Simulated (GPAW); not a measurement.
## linear Mo chain, spacing 3.025 A: cost and accuracy of the smearing

Two starts of linear Mo chain, spacing 3.025 A are run at each rung of the smearing. Which rung is enough?

Main program and level: GPAW 26.7.0; PBE; plane waves with GPAW's PAW setups, scalar-relativistic.

### 1. Starting point

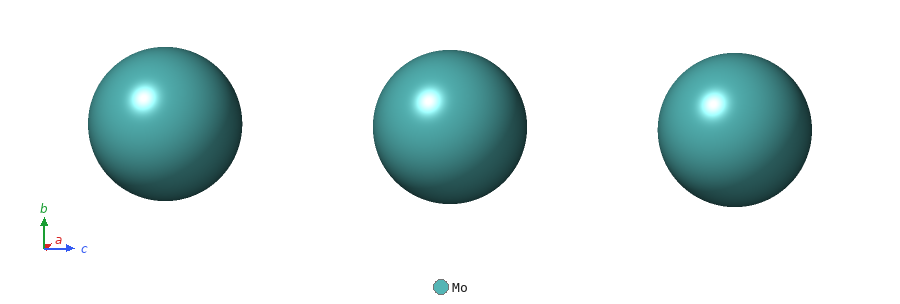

The starting structure, seen from the side, with the c axis across the page (molybdenum teal). 1×1×2 cells are drawn. Some periodic images of atoms are drawn too.

The cell holds 1 atom: 1 Mo. Its edges and angles: a = 12.000 Å, b = 12.000 Å, c = 3.025 Å, α = 90.0°, β = 90.0°, γ = 90.0°. model lattice. Vacuum lies along a and b. The structure's axis is c.

### 2. Rung 1 (width 0.4 eV), start ferro +

A wide smearing converges easily but acts like a high temperature on the moments; each rung narrows it.

Input file order1.py:

```python
import json
import numpy as np
from ase import Atoms
from ase.parallel import paropen, parprint
from gpaw import GPAW

atoms = Atoms(['Mo'],
    cell=[[12.0, 0.0, 0.0],
         [0.0, 12.0, 0.0],
         [0.0, 0.0, 3.025]],
    scaled_positions=[[0.5, 0.5, 0.0]],
    pbc=True,
    magmoms=[1.0])
atoms.calc = GPAW(mode={'name': 'pw', 'ecut': 550},
    xc='PBE',
    kpts={'size': (1, 1, 10), 'gamma': True},
    occupations={'name': 'fermi-dirac', 'width': 0.4},
    convergence={'density': 1e-05, 'energy': 1e-05},
    maxiter=200,
    symmetry={'tolerance': 1e-4},
    txt='order1.txt')
e = atoms.get_potential_energy(force_consistent=True)
res = {'free_energy': e, 'energy_sigma0': atoms.get_potential_energy(), 'fermi_energy': atoms.calc.get_fermi_level()}
res['moments'] = atoms.get_magnetic_moments().tolist()
res['total'] = atoms.get_magnetic_moment()
parprint('site moments (muB):', np.round(res['moments'], 3))
parprint(f"total moment: {res['total']:.3f} muB")
parprint(f'free energy: {e:.6f} eV')
atoms.calc.write('order1.gpw')
with paropen('results.json', 'w') as f:
    json.dump(res, f)
```

Command:

```console
$ OMP_NUM_THREADS=1 python3 order1.py > order1.log
```

What it wrote:

```text
site moments (muB): [2.914]
total moment: 4.104 muB
free energy: -6.146793 eV

--- order1.txt ---
Input parameters:
  mode=PW(ecut=550),
  convergence={'density': 1e-05, 'energy': 1e-05},
  kpts=MonkhorstPack(size=(1, 1, 10), gamma=True),
  maxiter=200,
  occupations=Occupations(name='fermi-dirac', width=0.4),
  symmetry=Symmetry(tolerance=0.0001),
  xc=XC(name='PBE')

Diagonalizing LCAO Hamiltonian
Converting LCAO to pw mode
        .----------------------------.
       /|                            |
      / |                            |
     /  |                            |
    /   .----------------------------.
   /   /                            /
  /   /                            /
 *   /                            /
 |  /              Mo            /
 | /                            /
 |/                            /
 *----------------------------*

Atoms  # Å, Bohr magnetons
|   | symbol |        x |        y |        z |    initial magnetic moments |
|---|--------|----------|----------|----------|-----------------------------|
| 0 |     Mo | 6.000000 | 6.000000 | 0.000000 | ( 0.0000,  0.0000,  1.0000) |

Unit cell  # Å
| periodic |         x |         y |        z |   lengths |    angles |
|----------|-----------|-----------|----------|-----------|-----------|
|      yes | 12.000000 |  0.000000 | 0.000000 | 12.000000 | 90.000000 |
|      yes |  0.000000 | 12.000000 | 0.000000 | 12.000000 | 90.000000 |
|      yes |  0.000000 |  0.000000 | 3.025000 |  3.025000 | 90.000000 |

Number of symmetries: 16

BZ-sampling:
  Number of BZ points: 10
  Number of IBZ points: 6

  Monkhorst-Pack size: [1, 1, 10]
  Monkhorst-Pack shift: [0.0, 0.0, 0.05]

Plane wave coefficients: 12836
Cutoff: 550.0 eV

Spin-components: 2 (collinear spins)
Bands:           13
Projectors:      6
Spin-degeneracy: 1
Datatype:        complex128

Parallelization:
  kpt:    1
  domain: 1
  band:   1

Density:
  Valence electrons: 14.0
  Components: 2
  Grid points: [70 70 18]
  Charge: 0.0  # |e|

Potential:
  Grid points: [70 70 18]

[... setups left out ...]
Reference energy: -110134.072632  # eV

eigensolver:
  PPCG
  Converge bands: occupied
  niter=2

density mixing:
  MSR1-Mixer
  Pratt-step length: 0.05
  Maximum mixing coefficient: 0.75
  Old densities: 10
  SVD Regularization: 0.005
  Good broyden scale: 1.0
  Trust region scale: 1.0
  Backstep threshold: 4.0
  History deletion threshold: 6.0
  Fourier metric: weight=20.0, sigma=0.015

occupation numbers:
  Fermi-Dirac:
    width: 0.4000  # eV

poisson solver:
  ecut: 4400.0  # eV

xc functional:
  name: PBE with 2 nearest neighbor stencil

convergence criteria:
- Maximum integral of absolute [dens]ity change: 1e-05 electrons / valence electron
- Maximum [total energy] change in last 3 cyles: 1e-05 eV / valence electron
- Maximum integral of absolute [eigenst]ate change: 4e-08 eV^2 / valence electron
maximum number of iterations: 200

SCF iterations
|iter     |      energy | eigst |  dens |  magmom |
|---------|-------------|-------|-------|---------|
|iter:   1|       0s |   -4.962830 | +0.23 |       |  +0.9887|
|iter:   2|       1s |   -4.868249 | -1.15 | -0.91 |  +0.9934|
|iter:   3|       3s |   -4.667330 | -0.93 | -0.96 |  +1.1070|
|iter:   4|       4s |   -4.702379 | -1.92 | -1.37 |  +1.2250|
|iter:   5|       6s |   -4.822455 | -2.64 | -1.42 |  +1.5197|
|iter:   6|       7s |   -5.205865 | -1.85 | -1.43 |  +2.4656|
|iter:   7|       9s |   -5.376941 | -2.50 | -1.30 |  +3.1520|
|iter:   8|      10s |   -5.262478 | -0.39 | -1.57 |  +4.6228|
|iter:   9|      12s |   -5.481529 | -0.56 | -1.40 |  +3.6603|
|iter:  10|      13s |   -5.548178 | -1.81 | -1.80 |  +4.0661|
|iter:  11|      15s |   -5.571941 | -3.05 | -2.35 |  +4.2401|
|iter:  12|      16s |   -5.512969 | -3.13 | -2.27 |  +3.8548|
|iter:  13|      18s |   -5.567330 | -3.34 | -2.07 |  +4.1995|
|iter:  14|      19s |   -5.556348 | -4.79 | -2.45 |  +4.1178|
|iter:  15|      21s |   -5.554500 | -5.62 | -3.25 |  +4.1050|
|iter:  16|      22s |   -5.554249 | -6.77 | -3.91 |  +4.1034|
|iter:  17|      24s |   -5.554323 | -7.53c| -4.06 |  +4.1040|
|iter:  18|      25s |   -5.554350c| -7.78c| -4.47 |  +4.1042|
|iter:  19|      26s |   -5.554369c| -8.13c| -4.83 |  +4.1044|
|iter:  20|      27s |   -5.554373c| -8.31c| -5.57c|  +4.1044|

Converged in 20 steps
Energy contributions relative to reference atoms: (reference = -110134.072632)

Energy contributions:
  Kinetic:         -11.920329
  Coulomb:          10.203668
  Zero:             -0.539199
  External:          0.000000
  Xc:               -2.706092
  Entropy:          -1.184842
  Spinorbit:         0.000000
  ----------------------------
  Free energy:      -6.146793
  Extrapolated:     -5.554373

dipole moment: (0.000001, 0.000001, -11.132000)  # |e|*Ang

Total magnetic moment: (0.000000, 0.000000, 4.104397)

Local magnetic moments
|        x |        y |        z |
|----------|----------|----------|
| 0.000000 | 0.000000 | 2.914444 |  # Mo   0

Fermi level: -3.269
Eigenvalues  # (at kpt = [0.000, 0.000, 0.000])
| band index |      eig [eV] | occ [0-1] |      eig [eV] | occ [0-1] |
|------------|---------------|-----------|---------------|-----------|
|          0 |       -64.829 |     1.000 |       -62.860 |     1.000 |
|          1 |       -39.164 |     1.000 |       -36.830 |     1.000 |
|          2 |       -39.164 |     1.000 |       -36.830 |     1.000 |
|          3 |       -38.751 |     1.000 |       -36.819 |     1.000 |
|          4 |        -6.470 |     1.000 |        -5.106 |     0.990 |
|          5 |        -4.742 |     0.975 |        -2.697 |     0.193 |
|          6 |        -4.614 |     0.966 |        -2.023 |     0.043 |
|          7 |        -4.614 |     0.966 |        -2.022 |     0.042 |
|          8 |        -2.950 |     0.311 |        -0.700 |     0.002 |
|          9 |        -2.950 |     0.311 |        -0.700 |     0.002 |
|         10 |        -1.806 |     0.025 |        -0.614 |     0.001 |
|         11 |        -1.806 |     0.025 |        -0.614 |     0.001 |
|         12 |         0.215 |     0.000 |         0.474 |     0.000 |

No gap
No difference between direct/indirect transitions
```

It took 31 s on 1 MPI rank of AMD EPYC 9R45, shared host; peak memory 0.4 GiB.

Spin moment in the augmentation sphere by atom:

```tsv
atom	spin moment in the augmentation sphere (μB)
Mo1	2.91
```

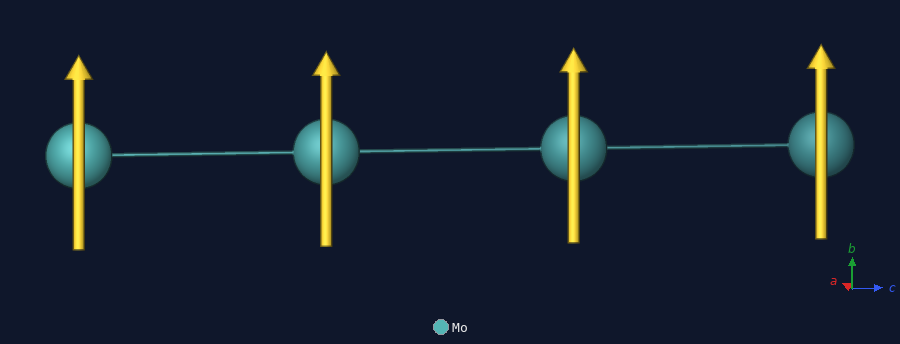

Spin moment in the augmentation sphere as arrows, the longest 2.91 μB. Up and down stand for the sign. Arrows give size and sign along the axis of quantisation, drawn up and down the page. 1×1×3 cells are drawn. Some periodic images of atoms are drawn too.

Numbers from this step:

```yaml
magnetization: 4.104 μB
final_state: ferromagnetic
```

After 20 cycles the largest moment stands at 2.91 μB.

### 3. Rung 1 (width 0.4 eV), start antiferro q=(0,0,1/2) +-

The second start gives the energy difference between the two end states, the quantity that is followed up the ladder. Its q is in fractions of the reciprocal vectors of the first run's cell.

order2.py is the script of step 2 with these lines changed:

```diff
@@ -6,12 +6,13 @@
 
-atoms = Atoms(['Mo'],
+atoms = Atoms(['Mo', 'Mo'],
     cell=[[12.0, 0.0, 0.0],
          [0.0, 12.0, 0.0],
-         [0.0, 0.0, 3.025]],
-    scaled_positions=[[0.5, 0.5, 0.0]],
+         [0.0, 0.0, 6.05]],
+    scaled_positions=[[0.5, 0.5, 0.0],
+         [0.5, 0.5, 0.5]],
     pbc=True,
-    magmoms=[1.0])
+    magmoms=[1.0, -1.0])
 atoms.calc = GPAW(mode={'name': 'pw', 'ecut': 550},
     xc='PBE',
-    kpts={'size': (1, 1, 10), 'gamma': True},
+    kpts={'size': (1, 1, 5), 'gamma': True},
     occupations={'name': 'fermi-dirac', 'width': 0.4},
@@ -20,3 +21,3 @@
     symmetry={'tolerance': 1e-4},
-    txt='order1.txt')
+    txt='order2.txt')
 e = atoms.get_potential_energy(force_consistent=True)
@@ -28,3 +29,3 @@
 parprint(f'free energy: {e:.6f} eV')
-atoms.calc.write('order1.gpw')
+atoms.calc.write('order2.gpw')
 with paropen('results.json', 'w') as f:
```

Command:

```console
$ OMP_NUM_THREADS=1 python3 order2.py > order2.log
```

What it wrote:

```text
site moments (muB): [ 3.24 -3.24]
total moment: 0.000 muB
free energy: -12.875056 eV

--- order2.txt ---
Input parameters:
  mode=PW(ecut=550),
  convergence={'density': 1e-05, 'energy': 1e-05},
  kpts=MonkhorstPack(size=(1, 1, 5), gamma=True),
  maxiter=200,
  occupations=Occupations(name='fermi-dirac', width=0.4),
  symmetry=Symmetry(tolerance=0.0001),
  xc=XC(name='PBE')

Diagonalizing LCAO Hamiltonian
Converting LCAO to pw mode
        .----------------------------.
       /|                            |
      / |                            |
     /  |                            |
    /   |                            |
   /    |                            |
  /     |                            |
 *      .----------Mo----------------.
 |     /                            /
 |    /                            /
 |   /                            /
 |  /              Mo            /
 | /                            /
 |/                            /
 *----------------------------*

Atoms  # Å, Bohr magnetons
|   | symbol |        x |        y |        z |    initial magnetic moments |
|---|--------|----------|----------|----------|-----------------------------|
| 0 |     Mo | 6.000000 | 6.000000 | 0.000000 | ( 0.0000,  0.0000,  1.0000) |
| 1 |     Mo | 6.000000 | 6.000000 | 3.025000 | ( 0.0000,  0.0000, -1.0000) |

Number of symmetries: 16

BZ-sampling:
  Number of BZ points: 5
  Number of IBZ points: 3

  Monkhorst-Pack size: [1, 1, 5]
  Monkhorst-Pack shift: [0, 0, 0]

Plane wave coefficients: 25591
Cutoff: 550.0 eV

Spin-components: 2 (collinear spins)
Bands:           21
Projectors:      12
Spin-degeneracy: 1
[...]
|iter:  27|      71s |  -12.064653 | -7.31 | -4.45 |  +0.0001|
|iter:  28|      72s |  -12.064663c| -7.70c| -5.26c|  +0.0000|

Converged in 28 steps
Energy contributions relative to reference atoms: (reference = -220268.145263)

Energy contributions:
  Kinetic:         -24.459933
  Coulomb:          20.843473
  Zero:             -1.095524
  External:          0.000000
  Xc:               -6.542287
  Entropy:          -1.620785
  Spinorbit:         0.000000
  ----------------------------
  Free energy:     -12.875056
  Extrapolated:    -12.064663

dipole moment: (0.000003, 0.000003, -22.255116)  # |e|*Ang

Total magnetic moment: (0.000000, 0.000000, 0.000033)

Local magnetic moments
|        x |        y |         z |
|----------|----------|-----------|
| 0.000000 | 0.000000 |  3.240313 |  # Mo   0
| 0.000000 | 0.000000 | -3.240312 |  # Mo   1

Fermi level: -3.287
Eigenvalues  # (at kpt = [0.000, 0.000, 0.000])
| band index |      eig [eV] | occ [0-1] |      eig [eV] | occ [0-1] |
|------------|---------------|-----------|---------------|-----------|
|          0 |       -64.827 |     1.000 |       -64.827 |     1.000 |
|        ... |               |           |               |           |
|          6 |       -36.620 |     1.000 |       -36.620 |     1.000 |
|          7 |       -36.620 |     1.000 |       -36.620 |     1.000 |
|          8 |        -5.829 |     0.998 |        -5.829 |     0.998 |
|          9 |        -4.663 |     0.969 |        -4.663 |     0.969 |
[...]
|         17 |        -1.345 |     0.008 |        -1.345 |     0.008 |
|         18 |        -1.345 |     0.008 |        -1.345 |     0.008 |
|         19 |        -1.180 |     0.005 |        -1.180 |     0.005 |
|         20 |        -1.180 |     0.005 |        -1.180 |     0.005 |

Gap: 1.148 eV
Transition (v -> c):
  (s=1, k=2, n=13, [0.00, 0.00, 0.40]) -> (s=0, k=2, n=14, [0.00, 0.00, 0.40])
No difference between direct/indirect transitions
```

Run time: 78 s. Hardware: 1 MPI rank; peak memory 0.65 GiB.

Spin moment in the augmentation sphere by atom:

```tsv
atom	spin moment in the augmentation sphere (μB)
Mo1	3.24
Mo2	-3.24
```

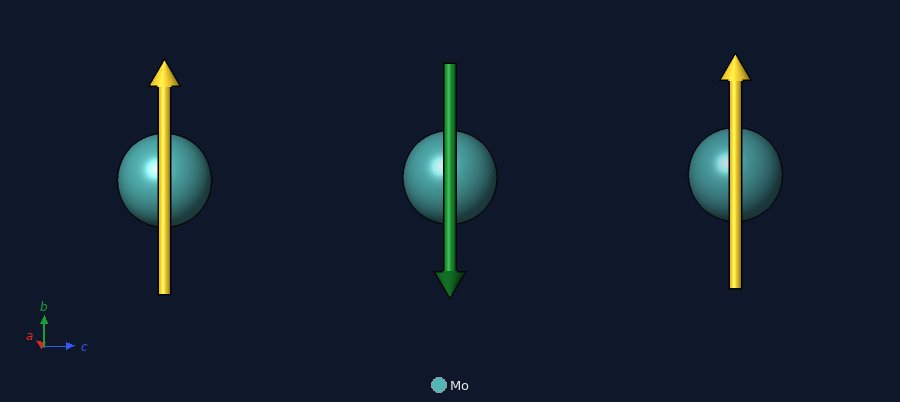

Spin moment in the augmentation sphere as arrows, the longest 3.24 μB. Up and down stand for the sign. Arrows give size and sign along the axis of quantisation, drawn up and down the page. The two directions have two colours. Some periodic images of atoms are drawn too.

Read from the output:

```yaml
magnetization: 0 μB
final_state: antiferromagnetic
```

This start lies -290.7 meV a seeded atom from the first; its largest moment is 3.24 μB.

### 4. Rung 2 (width 0.2 eV), start ferro +

order1.py is the script of step 2 with these lines changed:

```diff
@@ -16,3 +16,3 @@
     kpts={'size': (1, 1, 10), 'gamma': True},
-    occupations={'name': 'fermi-dirac', 'width': 0.4},
+    occupations={'name': 'fermi-dirac', 'width': 0.2},
     convergence={'density': 1e-05, 'energy': 1e-05},
```

Command:

```console
$ OMP_NUM_THREADS=1 python3 order1.py > order1.log
```

What it wrote:

```text
site moments (muB): [3.443]
total moment: 4.903 muB
free energy: -5.783473 eV

--- order1.txt ---
Input parameters:
  mode=PW(ecut=550),
  convergence={'density': 1e-05, 'energy': 1e-05},
  kpts=MonkhorstPack(size=(1, 1, 10), gamma=True),
  maxiter=200,
  occupations=Occupations(name='fermi-dirac', width=0.2),
  symmetry=Symmetry(tolerance=0.0001),
  xc=XC(name='PBE')

Diagonalizing LCAO Hamiltonian
[...]
|          3 |       -38.752 |     1.000 |       -36.341 |     1.000 |
|          4 |        -6.519 |     1.000 |        -4.809 |     1.000 |
[...]
|          9 |        -2.991 |     0.333 |        -0.432 |     0.000 |
|         10 |        -1.808 |     0.001 |        -0.085 |     0.000 |
|         11 |        -1.808 |     0.001 |        -0.085 |     0.000 |
|         12 |         0.218 |     0.000 |         0.613 |     0.000 |

No gap
No difference between direct/indirect transitions


[key lines of the parts left out:]
Free energy:      -5.783473
Converged in 20 steps
dipole moment: (0.000001, 0.000001, -11.120246)  # |e|*Ang
Fermi level: -3.130
```

Elapsed: 32 s, on 1 MPI rank; peak memory 0.4 GiB.

Numbers from this step:

```
magnetization  : 4.903 μB
final state    : ferromagnetic
largest moment : 3.443 μB
```

The largest moment moves by +0.53 μB from rung 1, at 1.0 times its CPU time.

### 5. Rung 2 (width 0.2 eV), start antiferro q=(0,0,1/2) +-

order2.py is the script of step 3 with these lines changed:

```diff
@@ -17,3 +17,3 @@
     kpts={'size': (1, 1, 5), 'gamma': True},
-    occupations={'name': 'fermi-dirac', 'width': 0.4},
+    occupations={'name': 'fermi-dirac', 'width': 0.2},
     convergence={'density': 1e-05, 'energy': 1e-05},
```

Command:

```console
$ OMP_NUM_THREADS=1 python3 order2.py > order2.log
```

What it wrote:

```text
site moments (muB): [ 3.491 -3.491]
total moment: 0.000 muB
free energy: -12.425011 eV

--- order2.txt ---
Input parameters:
  mode=PW(ecut=550),
  convergence={'density': 1e-05, 'energy': 1e-05},
  kpts=MonkhorstPack(size=(1, 1, 5), gamma=True),
  maxiter=200,
  occupations=Occupations(name='fermi-dirac', width=0.2),
  symmetry=Symmetry(tolerance=0.0001),
  xc=XC(name='PBE')

Diagonalizing LCAO Hamiltonian
[...]
|         17 |        -1.198 |     0.000 |        -1.198 |     0.000 |
|         18 |        -1.196 |     0.000 |        -1.196 |     0.000 |
|         19 |        -0.895 |     0.000 |        -0.895 |     0.000 |
|         20 |        -0.895 |     0.000 |        -0.895 |     0.000 |

Gap: 1.186 eV
Transition (v -> c):
  (s=1, k=2, n=13, [0.00, 0.00, 0.40]) -> (s=0, k=2, n=14, [0.00, 0.00, 0.40])
No difference between direct/indirect transitions


[key lines of the parts left out:]
Free energy:     -12.425011
Converged in 15 steps
dipole moment: (0.000003, 0.000003, -22.226246)  # |e|*Ang
Fermi level: -3.362
```

Run time: 43 s. Hardware: 1 MPI rank; peak memory 0.66 GiB.

This step gave:

```
magnetization  : 0 μB
final state    : antiferromagnetic
largest moment : 3.491 μB
```

This start lies -429.0 meV a seeded atom from the first, a change of -138.3 meV since rung 1; its largest moment is 3.49 μB.

### 6. Rung 3 (width 0.1 eV), start ferro +

order1.py is the script of step 4 with these lines changed:

```diff
@@ -16,3 +16,3 @@
     kpts={'size': (1, 1, 10), 'gamma': True},
-    occupations={'name': 'fermi-dirac', 'width': 0.2},
+    occupations={'name': 'fermi-dirac', 'width': 0.1},
     convergence={'density': 1e-05, 'energy': 1e-05},
```

Command:

```console
$ OMP_NUM_THREADS=1 python3 order1.py > order1.log
```

What it wrote:

```text
site moments (muB): [3.508]
total moment: 5.002 muB
free energy: -5.732978 eV

--- order1.txt ---
Input parameters:
  mode=PW(ecut=550),
  convergence={'density': 1e-05, 'energy': 1e-05},
  kpts=MonkhorstPack(size=(1, 1, 10), gamma=True),
  maxiter=200,
  occupations=Occupations(name='fermi-dirac', width=0.1),
  symmetry=Symmetry(tolerance=0.0001),
  xc=XC(name='PBE')

Diagonalizing LCAO Hamiltonian
[...]
|          3 |       -38.780 |     1.000 |       -36.308 |     1.000 |
|          4 |        -6.534 |     1.000 |        -4.791 |     1.000 |
[...]
|          9 |        -3.021 |     0.161 |        -0.398 |     0.000 |
|         10 |        -1.815 |     0.000 |        -0.033 |     0.000 |
|         11 |        -1.815 |     0.000 |        -0.033 |     0.000 |
|         12 |         0.217 |     0.000 |         0.633 |     0.000 |

No gap
No difference between direct/indirect transitions


[key lines of the parts left out:]
Free energy:      -5.732978
Converged in 14 steps
dipole moment: (0.000001, 0.000001, -11.120349)  # |e|*Ang
Fermi level: -3.186
```

The job ended after 23 s (1 MPI rank; peak memory 0.4 GiB).

Read from the output:

```yaml
magnetization: 5.002 μB
final_state: ferromagnetic
largest_moment: 3.508 μB
```

The largest moment moves by +0.07 μB from rung 2, at 0.70 times its CPU time.

### 7. Rung 3 (width 0.1 eV), start antiferro q=(0,0,1/2) +-

order2.py is the script of step 5 with these lines changed:

```diff
@@ -17,3 +17,3 @@
     kpts={'size': (1, 1, 5), 'gamma': True},
-    occupations={'name': 'fermi-dirac', 'width': 0.2},
+    occupations={'name': 'fermi-dirac', 'width': 0.1},
     convergence={'density': 1e-05, 'energy': 1e-05},
```

Command:

```console
$ OMP_NUM_THREADS=1 python3 order2.py > order2.log
```

What it wrote:

```text
site moments (muB): [ 3.526 -3.526]
total moment: 0.000 muB
free energy: -12.384421 eV

--- order2.txt ---
Input parameters:
  mode=PW(ecut=550),
  convergence={'density': 1e-05, 'energy': 1e-05},
  kpts=MonkhorstPack(size=(1, 1, 5), gamma=True),
  maxiter=200,
  occupations=Occupations(name='fermi-dirac', width=0.1),
  symmetry=Symmetry(tolerance=0.0001),
  xc=XC(name='PBE')

Diagonalizing LCAO Hamiltonian
[...]
|         17 |        -1.137 |     0.000 |        -1.137 |     0.000 |
|         18 |        -1.135 |     0.000 |        -1.135 |     0.000 |
|         19 |        -0.853 |     0.000 |        -0.853 |     0.000 |
|         20 |        -0.853 |     0.000 |        -0.853 |     0.000 |

Gap: 1.181 eV
Transition (v -> c):
  (s=0, k=2, n=13, [0.00, 0.00, 0.40]) -> (s=0, k=2, n=14, [0.00, 0.00, 0.40])
No difference between direct/indirect transitions


[key lines of the parts left out:]
Free energy:     -12.384421
Converged in 14 steps
dipole moment: (0.000003, 0.000003, -22.216870)  # |e|*Ang
Fermi level: -3.470
```

Elapsed: 40 s, on 1 MPI rank; peak memory 0.65 GiB.

Numbers from this step:

- magnetization: 0 μB
- final state: antiferromagnetic
- largest moment: 3.526 μB

This start lies -459.2 meV a seeded atom from the first, a change of -30.2 meV since rung 2; its largest moment is 3.53 μB.

[end of part 1 of 2]

[Logs and program files are shortened in this print: banners, set-up blocks, solver, clock and traceback lines can be left out without a mark of their own.]

[Logs are printed without paths, hosts, clocks, repeated set-up lines and the standing remarks that a program may print on its own settings, such as how far it seeks lower states.]

[Hosts, paths, dates, database ids (printed as entryN), source tags and the programs' standing remarks are cut or masked in the printed files.]

[Where a cell is said to come from a database of computed structures, the database is the Materials Project.]
